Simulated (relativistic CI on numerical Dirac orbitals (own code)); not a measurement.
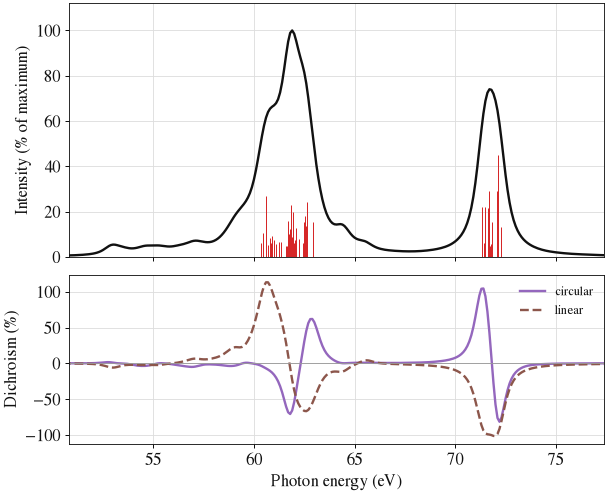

Computed core-level spectrum (absorption) of an ion of charge +4 in a field of D4h symmetry with 10Dq = 13,550, Ds = 3,000, Dt = −210 cm⁻¹. Sticks are the strongest transitions, on a scale of their own. Multiplet model: relativistic Dirac–Coulomb–Breit theory, one configuration a step, Slater integrals scaled by 0.8, 80 K, Voigt broadening (Lorentzian 0.8 eV, Gaussian 0.3 eV full widths), computed with a radial Dirac CI code. Dichroism is for the ground state at zero temperature, magnetised by an exchange field of 10 meV on Sz (linear: z less the mean of x and y).

Which element and which edge or line is it?

Answer. M₂,₃ X-ray absorption of Fe⁴⁺ (iron, Z = 26), initial configuration [Ar] 3d⁴. The main maxima lie at 57.1 eV (7), 61.9 eV (100) and 71.7 eV (74), heights in % of the largest; the centroid is at 64.3 eV. The ground state has S = 2.00. The circular dichroism (Δm = −1 less Δm = +1) is largest at 71.4 eV, 104 % of the isotropic maximum. The magnetised ground state has ⟨Lz⟩ = 0.14 and ⟨Sz⟩ = −2.00.

Limits of the model: free-ion energies, so absolute edge positions are off by a few eV from solids; core and valence shell share one n, so the strongest features autoionise and are far broader and can lie several eV off in experiment.
